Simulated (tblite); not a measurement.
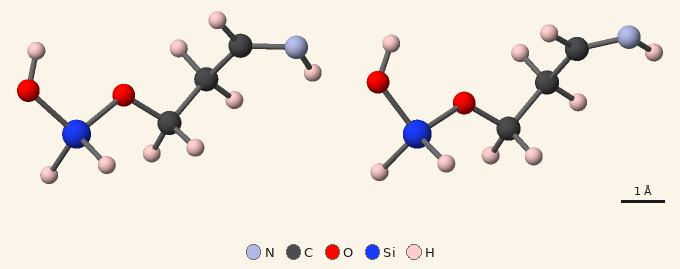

Two geometries of C3H9NO2Si, drawn at one scale. One is the start of a relaxation, the other its converged end. Style: ball-and-stick. Shown at a tilt.

Theory: tblite 0.8.0, GFN2-xTB geometry optimisation, gas phase. 

Question: Which one is relaxed?

Answer: The right one is the relaxed one. An H atom moves most after the best rigid fit: 0.49 Å. Largest moves by element: H 0.49 Å, N 0.32 Å, O 0.31 Å, C 0.18 Å, Si 0.04 Å. Some distances before and after: C–N 1.304 → 1.251 Å, O–Si 1.650 → 1.616 Å, O–Si 1.659 → 1.628 Å, C–O 1.419 → 1.392 Å. Among the angles between lasting bonds that change: C–O–Si 119.2° → 127.7°, N–C–C 122.0° → 128.5°, Si–O–H 114.5° → 120.2°. The energy falls by 5.55 kcal/mol in 74 geometry steps.
